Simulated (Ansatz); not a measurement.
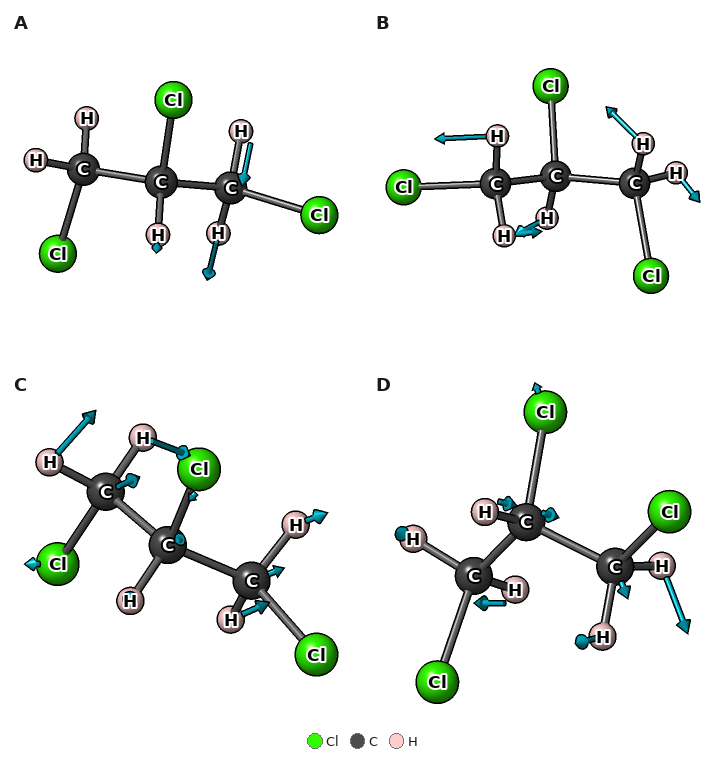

4 normal modes of one molecule or complex, as arrows. Harmonic vibrations computed with RKS PBE0-D4/def2-TZVP (Ansatz 0.2.0) at a stationary point of the same level.

Match the panels to the wavenumbers 112 cm⁻¹, 379 cm⁻¹, 1165 cm⁻¹, 3163 cm⁻¹.

Answer. A: 3163 cm⁻¹, out-of-phase stretching of 2 C–H bonds
B: 1165 cm⁻¹, angle bending
C: 112 cm⁻¹, a torsion or out-of-plane motion in which bond lengths and bond angles hardly change
D: 379 cm⁻¹
